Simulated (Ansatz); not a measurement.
# Run report: In9Sb10H26 (charge +1), geometry relaxation (part 1 of 2)

The run: geometry relaxation of In9Sb10H26 (In9Sb10 wurtzite ring sphere), charge +1. Method and program: RKS r2SCAN-D4/def2-SVP (Ansatz 0.2.0).

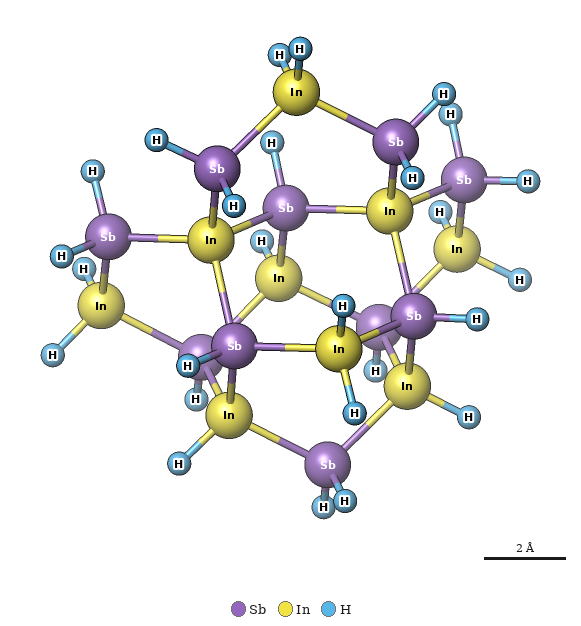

Figure 1. The structure as given in the input (ball-and-stick view, seen at a tilt). Sticks mark near contacts. Bond lengths as drawn: H–In 1.72 to 1.76 Å, H–Sb 1.69 to 1.78 Å and In–Sb 2.76 to 2.83 Å.

### Input file
```yaml
crystal:
  periodic: [false, false, false]
  atoms:
    - {symbol: Sb, position_ang: [0.769200, -4.837500, -0.411200]}
    - {symbol: In, position_ang: [0.744500, -4.836200, 2.396500]}
    - {symbol: Sb, position_ang: [0.756000, -2.195600, -4.151900]}
    - {symbol: In, position_ang: [-1.522600, -0.881200, -5.084500]}
    - {symbol: In, position_ang: [0.753000, -2.206800, -1.358700]}
    - {symbol: Sb, position_ang: [-1.518000, -0.881000, -0.420500]}
    - {symbol: Sb, position_ang: [0.752300, -2.208200, 3.325200]}
    - {symbol: In, position_ang: [-1.531100, -0.862200, 2.404900]}
    - {symbol: Sb, position_ang: [-1.567700, 1.735500, -4.160000]}
    - {symbol: In, position_ang: [-1.533300, 1.767000, -1.348200]}
    - {symbol: Sb, position_ang: [-3.786200, 3.069900, -0.421800]}
    - {symbol: Sb, position_ang: [-1.496300, 1.773500, 3.335000]}
    - {symbol: In, position_ang: [-3.825700, 3.061800, 2.392300]}
    - {symbol: Sb, position_ang: [3.056700, -0.900000, -0.426400]}
    - {symbol: In, position_ang: [3.054000, -0.895800, 2.388300]}
    - {symbol: In, position_ang: [3.056500, 1.764400, -1.359000]}
    - {symbol: Sb, position_ang: [0.772900, 3.099900, -0.411300]}
    - {symbol: Sb, position_ang: [3.042800, 1.774800, 3.317600]}
    - {symbol: In, position_ang: [0.777200, 3.070500, 2.403500]}
    - {symbol: H, position_ang: [-0.640600, -5.679300, -0.994200]}
    - {symbol: H, position_ang: [2.169200, -5.656500, -1.004200]}
    - {symbol: H, position_ang: [-0.673300, -5.667000, 2.962800]}
    - {symbol: H, position_ang: [2.188300, -5.658600, 2.945100]}
    - {symbol: H, position_ang: [0.767900, -3.807600, -4.735200]}
    - {symbol: H, position_ang: [2.156300, -1.382200, -4.726900]}
    - {symbol: H, position_ang: [-2.934300, -1.707000, -4.534900]}
    - {symbol: H, position_ang: [-1.528600, -0.888300, -6.821000]}
    - {symbol: H, position_ang: [-2.928500, -1.716900, -1.007400]}
    - {symbol: H, position_ang: [0.777300, -2.194100, 5.035500]}
    - {symbol: H, position_ang: [-2.947700, -1.695200, 2.976800]}
    - {symbol: H, position_ang: [-2.918200, 2.578500, -4.732100]}
    - {symbol: H, position_ang: [-0.126500, 2.590500, -4.764500]}
    - {symbol: H, position_ang: [-5.224500, 2.276200, -1.010900]}
    - {symbol: H, position_ang: [-3.813000, 4.698400, -0.976500]}
    - {symbol: H, position_ang: [-1.528900, 1.773900, 5.063400]}
    - {symbol: H, position_ang: [-5.233000, 2.253200, 2.947100]}
    - {symbol: H, position_ang: [-3.791700, 4.725400, 2.959500]}
    - {symbol: H, position_ang: [4.461600, -1.695300, -0.976700]}
    - {symbol: H, position_ang: [4.476300, -1.701600, 2.959100]}
    - {symbol: H, position_ang: [3.062100, 1.748300, -3.081500]}
    - {symbol: H, position_ang: [4.498600, 2.561200, -0.808400]}
    - {symbol: H, position_ang: [0.773300, 4.746400, -1.004500]}
    - {symbol: H, position_ang: [3.036300, 1.772700, 5.032500]}
    - {symbol: H, position_ang: [4.451800, 2.569400, 2.759700]}
    - {symbol: H, position_ang: [0.758000, 4.731200, 2.967100]}
basis:
  gaussian: {orbitals: def2-SVP, fitting: {mean_field: def2-universal-jkfit}}
total_charge: 1
hamiltonian: {xc: r2scan, dispersion: d4}
scf: {lower_state_search: "off"}
output: {orbitals: {seedname: orbitals}}
relax: {f_tol: 0.03, max_steps: 70}
```

Run on 4 CPU threads, shared host.

Run as:
```bash
ansatz run in.yaml --threads 4 --pin off --events-out ev --progress --plain --max-ram 41984MiB --backend cuda --devices 0, --max-vram 37GiB
```

### Log
```
Functional definition: r2SCAN
  name "r2SCAN"
  cite "Furness, Kaplan, Ning, Perdew & Sun, J. Phys. Chem. Lett. 11, 8208 (2020) doi:10.1021/acs.jpclett.0c02405"
  cite "Furness, Kaplan, Ning, Perdew & Sun, J. Phys. Chem. Lett. 11, 9248 (2020) doi:10.1021/acs.jpclett.0c03077"
  parent r2scan
  parameter k0 = 0.174
  parameter k1 = 0.065
  parameter a1 = 4.9479
  exchange = r2scan_x(k0 = k0, k1 = k1, a1 = a1)
  correlation = r2scan_c
these checks for a lower state are left out or cut short: stability, starts, cluster_reference, orbital_swaps, neighbouring_geometries, increment
4610 factors; integrals over basis functions are off by at most 3.6e-1 eV
mean field evaluation 1: about -112402.5609 eV, gradient 3.5e1 eV
mean field evaluation 2: about -112400.9660 eV, gradient 3.9e1 eV
mean field evaluation 4: about -112407.0034 eV, gradient 5.0e0 eV
mean field evaluation 8: about -112407.1280 eV, gradient 4.3e-1 eV
mean field evaluation 16: about -112407.1287 eV, gradient 2.5e-4 eV
mean field -112407.12866074 eV, -4130.8857859938 hartree, gradient 7.1e-6 eV, S^2 0.000000; 0 other end points of the search recorded, 0 dependent functions left out
the calculation of the forces begins
reference -112407.12870426 eV, -4130.8857875932 hartree; 222, 222 occupied and 402, 402 virtual orbitals, 4610 factors
relax step   1: F+E_penalty+E_count = -112408.06732619 eV  Δ(F+E_penalty+E_count) = +0.000e0 eV  max|allowed force component| = 1.303e0 eV/Å  Δτ_max = 0.0000 Å  (18 SCF iters, accepted)
these checks for a lower state are left out or cut short: stability, starts, cluster_reference, orbital_swaps, neighbouring_geometries, increment
4610 factors; integrals over basis functions are off by at most 3.5e-1 eV
mean field -112408.80334321 eV, -4130.9473294395 hartree, gradient 1.3e-6 eV, S^2 0.000000; 0 other end points of the search recorded, 0 dependent functions left out
[... from here on the field's lines of each further geometry are left out, up to the last ...]
relax step   2: F+E_penalty+E_count = -112409.73608317 eV  Δ(F+E_penalty+E_count) = -1.669e0 eV  max|allowed force component| = 6.765e-1 eV/Å  Δτ_max = 0.1919 Å  (25 SCF iters, accepted)
relax step   3: F+E_penalty+E_count = -112410.33656764 eV  Δ(F+E_penalty+E_count) = -6.005e-1 eV  max|allowed force component| = 2.389e-1 eV/Å  Δτ_max = 0.1901 Å  (20 SCF iters, accepted)
relax step   4: F+E_penalty+E_count = -112410.41590485 eV  Δ(F+E_penalty+E_count) = -7.934e-2 eV  max|allowed force component| = 9.032e-2 eV/Å  Δτ_max = 0.1242 Å  (19 SCF iters, accepted)
relax step   5: F+E_penalty+E_count = -112410.45501814 eV  Δ(F+E_penalty+E_count) = -3.911e-2 eV  max|allowed force component| = 6.058e-2 eV/Å  Δτ_max = 0.2000 Å  (18 SCF iters, accepted)
relax step   6: F+E_penalty+E_count = -112410.46298621 eV  Δ(F+E_penalty+E_count) = -7.968e-3 eV  max|allowed force component| = 6.077e-2 eV/Å  Δτ_max = 0.1237 Å  (19 SCF iters, accepted)
relax step   7: F+E_penalty+E_count = -112410.46802291 eV  Δ(F+E_penalty+E_count) = -5.037e-3 eV  max|allowed force component| = 4.113e-2 eV/Å  Δτ_max = 0.0791 Å  (18 SCF iters, accepted)
relax step   8: F+E_penalty+E_count = -112410.47317419 eV  Δ(F+E_penalty+E_count) = -5.151e-3 eV  max|allowed force component| = 4.095e-2 eV/Å  Δτ_max = 0.1556 Å  (19 SCF iters, accepted)
relax step   9: F+E_penalty+E_count = -112410.47746900 eV  Δ(F+E_penalty+E_count) = -4.295e-3 eV  max|allowed force component| = 7.273e-2 eV/Å  Δτ_max = 0.1245 Å  (19 SCF iters, accepted)
relax step  10: F+E_penalty+E_count = -112410.48010692 eV  Δ(F+E_penalty+E_count) = -2.638e-3 eV  max|allowed force component| = 8.516e-2 eV/Å  Δτ_max = 0.0769 Å  (19 SCF iters, accepted)
relax step  11: F+E_penalty+E_count = -112410.48260829 eV  Δ(F+E_penalty+E_count) = -2.501e-3 eV  max|allowed force component| = 6.935e-2 eV/Å  Δτ_max = 0.0865 Å  (18 SCF iters, accepted)
relax step  12: F+E_penalty+E_count = -112410.48614063 eV  Δ(F+E_penalty+E_count) = -3.532e-3 eV  max|allowed force component| = 5.113e-2 eV/Å  Δτ_max = 0.1504 Å  (19 SCF iters, accepted)
relax step  13: F+E_penalty+E_count = -112410.49052533 eV  Δ(F+E_penalty+E_count) = -4.385e-3 eV  max|allowed force component| = 1.012e-1 eV/Å  Δτ_max = 0.1944 Å  (19 SCF iters, accepted)
relax step  14: F+E_penalty+E_count = -112410.49177682 eV  Δ(F+E_penalty+E_count) = -1.251e-3 eV  max|allowed force component| = 2.031e-1 eV/Å  Δτ_max = 0.1839 Å  (19 SCF iters, accepted)
relax step  15: F+E_penalty+E_count = -112410.49705530 eV  Δ(F+E_penalty+E_count) = -5.278e-3 eV  max|allowed force component| = 1.618e-1 eV/Å  Δτ_max = 0.0316 Å  (19 SCF iters, accepted)
relax step  16: F+E_penalty+E_count = -112410.50669070 eV  Δ(F+E_penalty+E_count) = -9.635e-3 eV  max|allowed force component| = 2.059e-2 eV/Å  Δτ_max = 0.1014 Å  (19 SCF iters, accepted)
relax step  17: F+E_penalty+E_count = -112410.50899070 eV  Δ(F+E_penalty+E_count) = -2.300e-3 eV  max|allowed force component| = 4.367e-2 eV/Å  Δτ_max = 0.1164 Å  (19 SCF iters, accepted)
relax step  18: F+E_penalty+E_count = -112410.50956780 eV  Δ(F+E_penalty+E_count) = -5.771e-4 eV  max|allowed force component| = 1.159e-1 eV/Å  Δτ_max = 0.1159 Å  (19 SCF iters, accepted)
relax step  19: F+E_penalty+E_count = -112410.51142948 eV  Δ(F+E_penalty+E_count) = -1.862e-3 eV  max|allowed force component| = 5.777e-2 eV/Å  Δτ_max = 0.0282 Å  (15 SCF iters, accepted)
relax step  20: F+E_penalty+E_count = -112410.51328856 eV  Δ(F+E_penalty+E_count) = -1.859e-3 eV  max|allowed force component| = 7.896e-3 eV/Å  Δτ_max = 0.0611 Å  (19 SCF iters, accepted)
relax step  21: F+E_penalty+E_count = -112410.51557807 eV  Δ(F+E_penalty+E_count) = -2.290e-3 eV  max|allowed force component| = 6.109e-2 eV/Å  Δτ_max = 0.1963 Å  (19 SCF iters, accepted)
relax step  22: F+E_penalty+E_count = -112410.51569643 eV  Δ(F+E_penalty+E_count) = -1.184e-4 eV  max|allowed force component| = 9.019e-2 eV/Å  Δτ_max = 0.1093 Å  (19 SCF iters, accepted)
relax step  23: F+E_penalty+E_count = -112410.51697501 eV  Δ(F+E_penalty+E_count) = -1.279e-3 eV  max|allowed force component| = 9.910e-2 eV/Å  Δτ_max = 0.0737 Å  (19 SCF iters, accepted)
relax step  24: F+E_penalty+E_count = -112410.51795606 eV  Δ(F+E_penalty+E_count) = -9.810e-4 eV  max|allowed force component| = 5.803e-2 eV/Å  Δτ_max = 0.0126 Å  (15 SCF iters, accepted)
the calculation of the forces begins
reference -112409.59233012 eV, -4130.9763241736 hartree; 222, 222 occupied and 402, 402 virtual orbitals, 4610 factors
relax step  25: F+E_penalty+E_count = -112410.51878450 eV  Δ(F+E_penalty+E_count) = -8.284e-4 eV  max|allowed force component| = 4.364e-3 eV/Å  Δτ_max = 0.0272 Å  (20 SCF iters, accepted)
these checks for a lower state are left out or cut short: stability, starts, cluster_reference, orbital_swaps, neighbouring_geometries, increment
4610 factors; integrals over basis functions are off by at most 3.5e-1 eV
mean field evaluation 192: about -112409.5932 eV, gradient 1.3e-5 eV
mean field -112409.59315960 eV, -4130.9763546566 hartree, gradient 1.1e-6 eV, S^2 0.000000; 0 other end points of the search recorded, 0 dependent functions left out
the calculation of the forces begins
reference -112409.59320448 eV, -4130.9763563056 hartree; 222, 222 occupied and 402, 402 virtual orbitals, 4610 factors
relax step  26: F+E_penalty+E_count = -112410.51956290 eV  Δ(F+E_penalty+E_count) = -7.784e-4 eV  max|allowed force component| = 1.462e-2 eV/Å  Δτ_max = 0.1012 Å  (20 SCF iters, accepted)
```

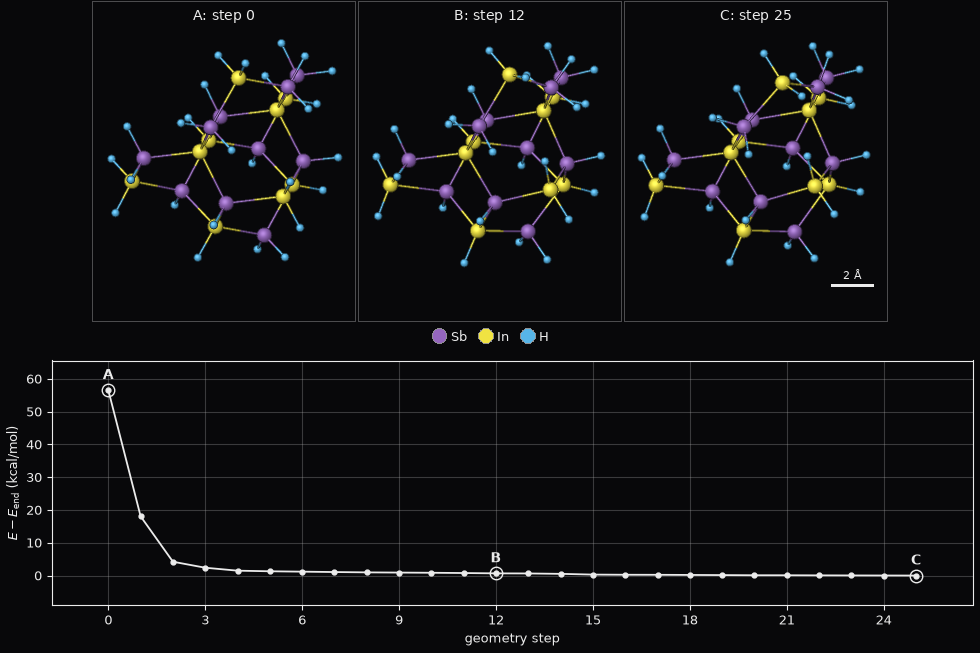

Figure 2. Frames of the relaxation (ball-and-stick view, seen at a tilt) above the curves, on which the letters mark them (the first geometry is step 0 here and step 1 in the log).

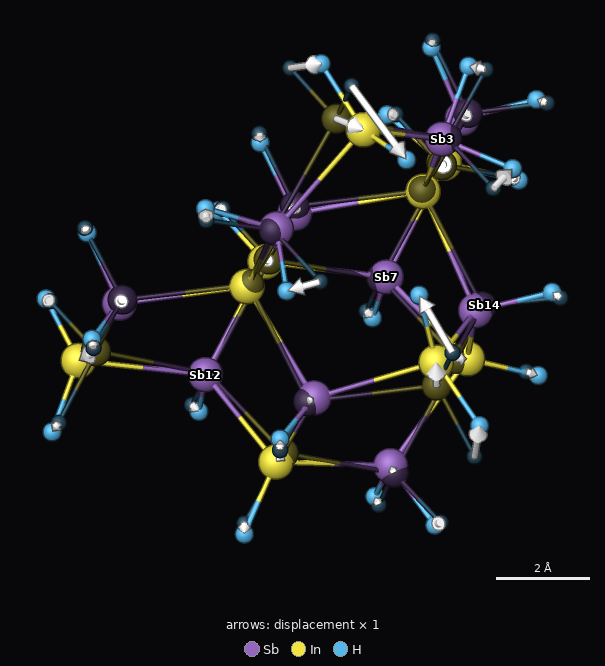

Figure 3. Start (faint) and end (solid) with the displacements as white arrows, at true length (ball-and-stick view, seen at a tilt). The two geometries are laid on each other by the best rigid fit. H27 moves most after the best rigid fit: 2.11 Å. By element the largest moves are H 2.11 Å, In 1.18 Å, Sb 0.34 Å. Among the contacts that change: Sb11–In13 2.814 → 2.979 Å, In4–Sb9 2.776 → 2.935 Å, Sb3–In4 2.791 → 2.935 Å, In2–Sb7 2.787 → 2.900 Å. Among the angles that change: H26–In4–H27 108.3° → 137.2°, H22–In2–H23 110.3° → 135.0°, H36–In13–H37 111.0° → 135.0°. After 25 geometry steps the energy has fallen by 56.5 kcal/mol. The largest force component goes from 1.3 to 0.015 eV/Å. (Atoms are counted from 1 in the order of the input.)

```
Total energy: -112410.51960777 eV, -4131.0104009987 hartree
Atom 0 at     0.706034    -4.817874    -0.081753 Å, force    -0.000084    -0.001804    -0.001373 eV/Å
Atom 1 at     0.760084    -5.138912     2.879582 Å, force     0.002117     0.003264    -0.000040 eV/Å
Atom 2 at     0.653930    -2.154766    -4.107706 Å, force     0.002608    -0.005123    -0.014618 eV/Å
Atom 3 at    -0.883160    -0.510527    -5.991116 Å, force     0.012552     0.007185     0.008210 eV/Å
Atom 4 at     0.765522    -2.242564    -1.259323 Å, force     0.000129     0.000522     0.001827 eV/Å
Atom 5 at    -1.451588    -0.838434    -0.188000 Å, force    -0.003512    -0.000152    -0.002390 eV/Å
Atom 6 at     0.848008    -2.268397     3.281202 Å, force    -0.003741    -0.003141     0.001098 eV/Å
Atom 7 at    -1.581220    -0.912561     2.698232 Å, force     0.004070     0.002213     0.001751 eV/Å
Atom 8 at    -1.533691     1.644305    -4.108284 Å, force    -0.002365     0.004182    -0.013446 eV/Å
Atom 9 at    -1.557960     1.783701    -1.260023 Å, force     0.002964    -0.001740     0.002315 eV/Å
Atom 10 at    -3.817951     3.020050    -0.083517 Å, force    -0.003228     0.002254    -0.000369 eV/Å
Atom 11 at    -1.539339     1.869269     3.280128 Å, force    -0.004068    -0.000278     0.001453 eV/Å
```
